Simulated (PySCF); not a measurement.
# C5H13AlSi: a tour of settings, part 2 of 2

PySCF 2.14.0. Atoms count from 0.

## Step 6: Indirect couplings: X3LYP/pcseg-1

The job: settings as JSON, then the geometry in Å.

```
{"job": {"kind": "j", "xc": "X3LYP", "basis": "pcseg-1", "scf": {"max_cycle": 85}}, "charge": 0, "multiplicity": 1}
Si     2.757607     0.384292    -0.754655
C      2.083118    -0.135651    -0.331596
C      0.062119     0.053280     0.237467
C     -0.959138    -0.859694     0.945920
C     -2.273542    -0.102936     1.238856
Al    -2.371060     0.866400    -0.503703
C     -0.506595     0.520475    -1.121215
H      2.731112     1.748800    -0.219556
H      2.559634     0.425608    -2.205811
H      4.061413    -0.225692    -0.479778
H      1.757785    -0.952005     1.084770
H      1.256887    -1.583081    -0.466908
H      0.202645     0.938274     0.873237
H     -1.166930    -1.709521     0.287140
H     -0.516841    -1.256937     1.864560
H     -3.054569    -0.816168     1.522332
H     -2.126173     0.536158     2.120108
H     -3.529532     1.644749    -1.157609
H     -0.393024    -0.295061    -1.848912
H      0.094427     1.349334    -1.510742
```

With the program's defaults for keys left out, this is: X3LYP/pcseg-1 indirect spin-spin coupling, non-relativistic, gas phase.

Standard output:

```text
final grid: 149696 points
cycle   1  E = -727.5709973558  dE =  3.140e+00  |g| = 1.467e+00  |ddm| = 4.793e+00
cycle   2  E = -722.3447866081  dE =  5.226e+00  |g| = 2.967e+00  |ddm| = 5.254e+00
cycle   3  E = -727.9703125237  dE = -5.626e+00  |g| = 8.508e-01  |ddm| = 4.922e+00
cycle   4  E = -728.1814365379  dE = -2.111e-01  |g| = 4.690e-01  |ddm| = 1.623e+00
cycle   5  E = -728.2351805989  dE = -5.374e-02  |g| = 2.001e-01  |ddm| = 5.886e-01
cycle   6  E = -728.2454586708  dE = -1.028e-02  |g| = 6.030e-02  |ddm| = 2.409e-01
cycle   7  E = -728.2458807937  dE = -4.221e-04  |g| = 4.808e-02  |ddm| = 1.146e-01
cycle   8  E = -728.2465565777  dE = -6.758e-04  |g| = 1.591e-02  |ddm| = 6.266e-02
cycle   9  E = -728.2466284530  dE = -7.188e-05  |g| = 3.659e-03  |ddm| = 2.186e-02
cycle  10  E = -728.2466317924  dE = -3.339e-06  |g| = 1.930e-03  |ddm| = 8.558e-03
cycle  11  E = -728.2466331506  dE = -1.358e-06  |g| = 4.017e-04  |ddm| = 3.519e-03
cycle  12  E = -728.2466332049  dE = -5.434e-08  |g| = 1.245e-04  |ddm| = 7.103e-04
cycle  13  E = -728.2466332096  dE = -4.677e-09  |g| = 2.696e-05  |ddm| = 1.783e-04
cycle  14  E = -728.2466332098  dE = -2.078e-10  |g| = 1.103e-05  |ddm| = 4.910e-05
converged SCF energy = -728.2466332098

Indirect spin-spin couplings (Hz)
  i      j    bonds     total        FC       PSO       DSO        SD
  0 Si   1 C    1    -93.798   -35.585   -39.047    -0.400   -18.766
  0 Si   2 C    2    -69.255   -73.536     0.977     0.036     3.269
  0 Si   3 C    3    -17.566   -17.129    -0.315     0.053    -0.174
  0 Si   4 C    4    -10.782   -10.877    -0.148     0.044     0.200
  0 Si   5 Al   4    -10.089   -10.414     0.072     0.036     0.216
  0 Si   6 C    3     -0.609    -0.973     0.102     0.011     0.251
  0 Si   7 H    1     31.922    31.787     1.286    -0.599    -0.552
  0 Si   8 H    1     41.877    41.738     1.298    -0.599    -0.560
  0 Si   9 H    1    -34.443   -34.735     1.387    -0.570    -0.526
  0 Si  10 H    2   -380.687  -383.373     1.041     0.458     1.186
  0 Si  11 H    2   -430.622  -432.960     0.967     0.447     0.923
  0 Si  12 H    3      0.789    -0.080    -0.181     0.119     0.930
  0 Si  13 H    4     -1.890    -1.192    -0.410     0.201    -0.490
  0 Si  14 H    4     -3.889    -3.032    -0.420     0.194    -0.631
  0 Si  15 H    5     -3.617    -3.462    -0.234     0.196    -0.117
  0 Si  17 H    5     -2.132    -2.220    -0.109     0.135     0.062
  0 Si  18 H    4     -3.548    -3.940    -0.099     0.066     0.424
  0 Si  19 H    4     -0.428     0.001    -0.089    -0.151    -0.188
  1 C    2 C    1     49.826    45.516     3.965     0.346         -
  1 C    3 C    2      0.579     1.185    -0.700     0.095         -
  1 C    4 C    3      2.721     2.995    -0.289     0.015         -
  1 C    5 Al   3     14.707    14.044     0.654     0.009         -
  1 C    6 C    2      0.856     1.006    -0.286     0.137         -
  1 C    7 H    2    -65.123   -64.121     0.037    -1.039         -
  1 C    8 H    2    -57.909   -56.763    -0.031    -1.115         -
  1 C    9 H    2    -70.235   -69.305     0.120    -1.051         -
  1 C   10 H    1    125.672   120.301     3.778     1.592         -
  1 C   11 H    1    159.904   154.739     3.557     1.608         -
  1 C   12 H    2      4.468     3.780     0.035     0.653         -
  1 C   13 H    3      0.980     0.800    -0.126     0.306         -
  1 C   14 H    3      0.767     0.561    -0.146     0.353         -
  1 C   15 H    4      1.565     1.567     0.046    -0.048         -
  1 C   16 H    4      0.445     0.408    -0.023     0.060         -
  1 C   17 H    4      3.499     3.518     0.078    -0.097         -
  1 C   18 H    3      5.088     4.610    -0.005     0.483         -
  1 C   19 H    3      0.852     0.551    -0.112     0.414         -
  2 C    3 C    1     50.316    51.483    -1.399     0.232         -
  2 C    4 C    2     -8.462    -8.234    -0.261     0.033         -
  2 C    5 Al   2    -23.115   -23.407     0.257     0.035         -
  2 C    6 C    1     36.712    39.072    -2.589     0.229         -
  2 C    7 H    3    154.794   154.760    -0.086     0.120         -
  2 C    8 H    3     90.070    90.135    -0.000    -0.065         -
  2 C    9 H    3    265.021   265.319     0.019    -0.317         -
  2 C   10 H    2   -175.966  -176.544    -0.029     0.607         -
  2 C   11 H    2   -196.073  -196.684    -0.015     0.626         -
  2 C   12 H    1    165.546   165.238    -0.666     0.974         -
  2 C   13 H    2     -8.451    -8.214    -0.261     0.024         -
  2 C   14 H    2     -5.963    -5.718    -0.222    -0.023         -
  2 C   15 H    3     10.574    10.621     0.323    -0.370         -
  2 C   16 H    3      0.088     0.007     0.073     0.008         -
  2 C   17 H    3      0.089     0.296     0.152    -0.359         -
  2 C   18 H    2    -20.830   -20.496    -0.368     0.035         -
  2 C   19 H    2     -4.360    -3.904    -0.465     0.009         -
  3 C    4 C    1     37.406    37.534    -0.342     0.214         -
  3 C    5 Al   2     -3.495    -3.484    -0.043     0.032         -
  3 C    6 C    2      1.158     1.371    -0.254     0.041         -
  3 C    7 H    4     -4.450    -4.394     0.075    -0.131         -
  3 C    8 H    4     -1.812    -1.738     0.094    -0.168         -
  3 C    9 H    4     -6.737    -6.656     0.106    -0.188         -
  3 C   10 H    3      6.899     6.776    -0.145     0.268         -
  3 C   11 H    3      7.316     7.176    -0.136     0.276         -
  3 C   12 H    2     -0.155    -0.150    -0.059     0.054         -
  3 C   13 H    1    140.109   138.547     0.609     0.954         -
  3 C   14 H    1    143.302   141.843     0.567     0.892         -
  3 C   15 H    2     -0.612    -0.731     0.203    -0.084         -
  3 C   16 H    2     -3.334    -3.392     0.111    -0.053         -
  3 C   17 H    3      1.238     1.518     0.095    -0.374         -
  3 C   18 H    3      1.676     1.667    -0.016     0.026         -
  3 C   19 H    3      8.991     9.130     0.214    -0.354         -
  4 C    5 Al   1     96.070    98.747    -2.780     0.104         -
  4 C    6 C    2      8.267     8.281    -0.016     0.003         -
  4 C    7 H    5      5.564     5.586     0.067    -0.090         -
  4 C    8 H    5      2.009     2.081     0.092    -0.165         -
  4 C    9 H    5     16.299    16.388     0.105    -0.194         -
  4 C   10 H    4     -2.320    -2.301     0.074    -0.093         -
  4 C   11 H    4     -3.806    -3.781     0.101    -0.125         -
  4 C   12 H    3      2.572     2.425    -0.015     0.162         -
  4 C   13 H    2     -0.524    -0.651     0.201    -0.073         -
  4 C   14 H    2     -2.902    -3.000     0.239    -0.142         -
  4 C   15 H    1    144.624   142.756     1.103     0.765         -
  4 C   16 H    1    135.430   133.402     1.231     0.797         -
  4 C   17 H    2     15.291    15.667    -0.068    -0.309         -
  4 C   18 H    3     -0.874    -0.783     0.108    -0.200         -
  4 C   19 H    3      1.486     1.618     0.162    -0.295         -
  5 Al   6 C    1     97.075   100.204    -3.242     0.114         -
  5 Al   7 H    5     29.826    29.844     0.041    -0.060         -
  5 Al   8 H    5     26.936    26.915     0.105    -0.084         -
  5 Al   9 H    5     62.727    62.877     0.079    -0.228         -
  5 Al  10 H    4    -54.576   -54.502     0.087    -0.161         -
  5 Al  11 H    4    -35.558   -35.474     0.026    -0.110         -
  5 Al  12 H    3      0.799     0.928    -0.195     0.065         -
  5 Al  13 H    3     -0.385    -0.151    -0.245     0.011         -
  5 Al  14 H    3     15.495    15.787     0.101    -0.392         -
  5 Al  15 H    2     -4.973    -4.592    -0.164    -0.217         -
  5 Al  16 H    2     -2.292    -2.103    -0.028    -0.161         -
  5 Al  17 H    1    283.469   284.708    -1.447     0.208         -
  5 Al  18 H    2     -7.600    -7.329    -0.138    -0.133         -
  5 Al  19 H    2      1.109     1.559    -0.288    -0.162         -
  6 C    7 H    4      0.906     0.810     0.052     0.044         -
  6 C    8 H    4      7.540     7.400    -0.053     0.193         -
  6 C    9 H    4     -6.841    -6.671     0.170    -0.340         -
  6 C   10 H    3    -15.375   -15.396     0.135    -0.114         -
  6 C   11 H    3     -7.701    -7.886    -0.005     0.189         -
  6 C   12 H    2     -1.146    -0.934    -0.249     0.037         -
  6 C   13 H    3      3.134     3.051    -0.068     0.150         -
  6 C   14 H    3      7.419     7.577     0.218    -0.376         -
  6 C   15 H    3      1.621     1.754     0.169    -0.302         -
  6 C   16 H    3     -0.415    -0.345     0.131    -0.201         -
  6 C   17 H    2     16.471    16.850    -0.089    -0.289         -
  6 C   18 H    1    139.108   137.165     1.039     0.905         -
  6 C   19 H    1    145.606   143.868     0.847     0.890         -
  7 H    8 H    2   -278.532  -277.050     0.433    -1.915         -
  7 H    9 H    2   -179.523  -177.976     0.461    -2.008         -
  7 H   10 H    3    370.384   370.929     0.360    -0.905         -
  7 H   11 H    3   1282.376  1283.741     0.901    -2.266         -
  7 H   12 H    4     18.601    17.885    -0.778     1.493         -
  7 H   13 H    5      2.190     2.565     0.533    -0.907         -
  7 H   14 H    5      1.356     1.539     0.262    -0.445         -
  7 H   15 H    6      4.600     4.852     0.451    -0.703         -
  7 H   16 H    6      3.053     3.037     0.081    -0.065         -
  7 H   17 H    6      6.841     7.068     0.151    -0.378         -
  7 H   18 H    5     11.735    12.100     0.422    -0.787         -
  7 H   19 H    5      0.801     0.200    -0.756     1.357         -
  8 H    9 H    2   -206.647  -205.174     0.449    -1.922         -
  8 H   10 H    3   1227.403  1228.784     0.890    -2.271         -
  8 H   11 H    3    711.023   711.234     0.074    -0.286         -
  8 H   12 H    4      6.855     7.386     0.444    -0.975         -
  8 H   13 H    5      1.792     1.949     0.210    -0.367         -
  8 H   14 H    5      1.027     1.447     0.490    -0.910         -
  8 H   15 H    6      1.027     1.323     0.440    -0.736         -
  8 H   16 H    6      1.655     1.957     0.393    -0.695         -
  8 H   17 H    6      7.961     8.160     0.156    -0.356         -
  8 H   18 H    5      6.055     5.428    -0.610     1.238         -
  9 H   10 H    3    466.071   466.205     0.064    -0.197         -
  9 H   11 H    3    244.953   245.428     0.317    -0.792         -
  9 H   12 H    4     -8.627    -7.839     0.476    -1.264         -
  9 H   13 H    5      4.003     4.340     0.351    -0.688         -
  9 H   14 H    5      3.403     3.649     0.219    -0.464         -
  9 H   15 H    6      8.454     8.786     0.421    -0.753         -
  9 H   17 H    6     15.516    15.983     0.303    -0.770         -
  9 H   18 H    5     21.551    22.252     0.397    -1.098         -
  9 H   19 H    5     -1.604    -0.549     0.426    -1.480         -
 10 H   11 H    2   -840.722  -841.745    -1.045     2.068         -
 10 H   12 H    3     -8.093    -8.627    -0.292     0.826         -
 10 H   13 H    4     -1.520    -1.698    -0.016     0.193         -
 10 H   14 H    4     -3.352    -4.075    -1.102     1.826         -
 10 H   15 H    5     -1.600    -1.476     0.507    -0.631         -
 10 H   16 H    5     -2.750    -2.797     0.162    -0.115         -
 10 H   17 H    5    -16.030   -15.578     0.390    -0.842         -
 10 H   18 H    4     -8.611    -8.631     0.381    -0.361         -
 10 H   19 H    4      1.119     1.298     0.604    -0.783         -
 11 H   12 H    3    -41.765   -41.607     0.844    -1.002         -
 11 H   13 H    4     -4.313    -5.011    -0.973     1.671         -
 11 H   14 H    4      1.658     1.369    -0.269     0.557         -
 11 H   15 H    5     -4.169    -4.057     0.466    -0.578         -
 11 H   16 H    5     -5.933    -5.772     0.569    -0.730         -
 11 H   17 H    5     -9.232    -8.778     0.323    -0.777         -
 11 H   18 H    4    -11.009   -11.754    -1.032     1.777         -
 11 H   19 H    4      0.240     0.273     0.347    -0.379         -
 12 H   13 H    3     10.052    10.864     1.606    -2.418         -
 12 H   14 H    3      2.426     2.293     0.242    -0.109         -
 12 H   15 H    4     -0.474    -0.054     1.023    -1.443         -
 12 H   16 H    4      0.365    -0.234    -0.781     1.380         -
 12 H   17 H    4     -0.671     0.147     0.238    -1.056         -
 12 H   18 H    3      8.398     9.190     1.503    -2.295         -
 12 H   19 H    3      4.459     4.071    -0.121     0.510         -
 13 H   14 H    2    -11.181   -10.973     1.674    -1.883         -
 13 H   15 H    3      4.709     4.495     0.092     0.121         -
 13 H   16 H    3     10.930    11.719     1.722    -2.512         -
 13 H   17 H    4     -1.140    -0.275     0.297    -1.161         -
 13 H   19 H    4     -0.501    -0.054     0.991    -1.438         -
 14 H   15 H    3      0.770     0.897     0.536    -0.663         -
 14 H   16 H    3      6.185     6.008     0.049     0.127         -
 14 H   17 H    4      1.720     2.549     0.703    -1.532         -
 14 H   18 H    4     -0.805    -0.435     0.914    -1.284         -
 14 H   19 H    4      1.868     2.364     1.115    -1.611         -
 15 H   16 H    2    -15.052   -15.011     1.930    -1.971         -
 15 H   17 H    3     -2.280    -1.683     0.286    -0.883         -
 15 H   18 H    4      0.316     0.685     0.602    -0.972         -
 15 H   19 H    4     -0.934    -0.290     0.937    -1.581         -
 16 H   17 H    3     -1.654    -0.900     0.359    -1.113         -
 16 H   18 H    4     -1.143    -0.581     0.946    -1.508         -
 17 H   18 H    3     -2.621    -1.886     0.331    -1.065         -
 17 H   19 H    3     -1.461    -0.932     0.212    -0.741         -
 18 H   19 H    2    -14.457   -14.634     1.690    -1.513         -
```

It took 56 s on 1 thread of AMD EPYC 7R13, shared host; peak memory 0.91 GiB.

The run ended normally, but its values are not to be used for the molecule: one atom of the first bond was moved so that the bond is 0.5 times as long; the reference is near a triplet instability, so Fermi-contact and spin-dipole terms are unreliable. Its HOMO lies at -6.19 eV, against -7.23 eV in step 2 (PBE0/pcSseg-1), a different level, so the two don't compare directly.

## Step 7: Comparing the runs: NMR shifts

Shifts (ppm) of some atoms, chosen among heavy atoms and hydrogens apart, with basis size and wall time:

```
               run    C2    C6    C1    C4   H17   H19    Si0  functions  time
     PBE0/pcSseg-1  45.3  23.2  22.7  16.9  6.01  1.03  -73.9        198  54 s
CAM-B3LYP/pcSseg-1  45.7  23.0  23.1  16.3  5.89  0.94  -74.5        198  53 s
      PBE0/pcseg-1  47.7  25.2  25.2  19.3  6.25  1.10  -76.8        171  28 s
```

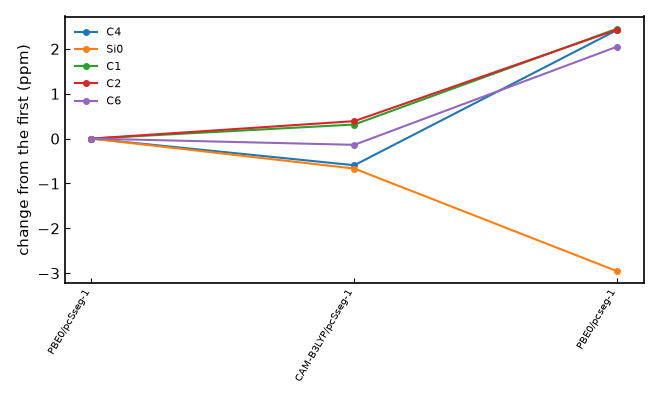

How five of the tabulated atoms move from run to run.

## Step 8: Outcome

The summary covers parts 1 to 2.

| quantity | value |
| --- | --- |
| 13C shifts against TMS (PBE0/pcSseg-1) | 45.5, 45.3, 23.2, 22.7, 16.9 ppm |
| 1H shifts against TMS (PBE0/pcSseg-1, means over atoms taken as alike) | 6.01, 3.87, 2.40, 1.30, 1.08, 1.07, 1.03, 0.85, 0.63, 0.59, -0.12 ppm |
| 29Si shifts against TMS (PBE0/pcSseg-1) | -73.9 ppm |
| 27Al shifts against AlH4- (PBE0/pcSseg-1) | 246.2 ppm |
| lowest singlet (PBE0/def2-SVPD) | 4.63 eV (268 nm), f = 0.001 |
| brightest single state of those computed | state 6, 6.86 eV, f = 0.026 |
| lowest triplet | 4.33 eV |
| range of the shift of C4 | 16.3 to 19.3 ppm |
| property runs in this session | 5, of which 0 failed and 1 gave unsound results |

**Reading.** Single values in the summary come from the first run of each kind that ended normally (PBE0/pcSseg-1; PBE0/def2-SVPD), which need not be the best level. At PBE0/pcSseg-1: Shielding is most anisotropic at Al5 (span 111 ppm, paramagnetic term -551 ppm). The first singlet state (HOMO→LUMO 0.99) lies at 4.63 eV and is dark; of the 6 states computed, the strongest absorption comes from state 6 at 6.86 eV (the last computed, so partners may be missing). The lowest triplet lies 0.30 eV below the lowest singlet (triplets in Tamm-Dancoff, singlets in full TDDFT). Among the atoms with a shift in every run: In ppm, C4 moves most: its shift spreads over 3.0 ppm, from 16.3 (CAM-B3LYP/pcSseg-1) to 19.3 (PBE0/pcseg-1).
